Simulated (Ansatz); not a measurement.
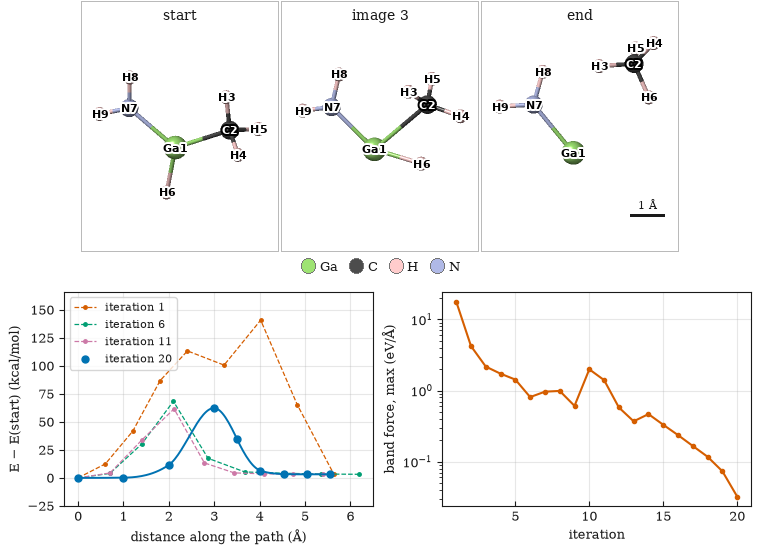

A nudged-elastic-band calculation for CH₆GaN. Images are numbered from 0 (start) to 8 (end). The plot follows the band through its iterations. Style: ball-and-stick. Shown at a tilt.

The calculation used RKS PBE-D4/def2-SVP in Ansatz. Settings: 7 movable images; climbing image; force threshold 0.05 eV/Å; iteration limit 60; starting path through a guess of the saddle point.

How did the profile develop, and is the result final?

The result is final at these settings. The band converged in 20 iterations. The largest component of the band force went from 18 to 0.032 eV/Å. The climbing image converged on the top of the path. Its vibrational analysis gives one imaginary mode (1104i cm⁻¹), as a transition state must have. The first iteration put the highest image at 140.8 kcal/mol. Forward barrier 62.4 kcal/mol, backward barrier 59.1 kcal/mol, with image 3 at the top; the reaction energy is +3.2 kcal/mol.
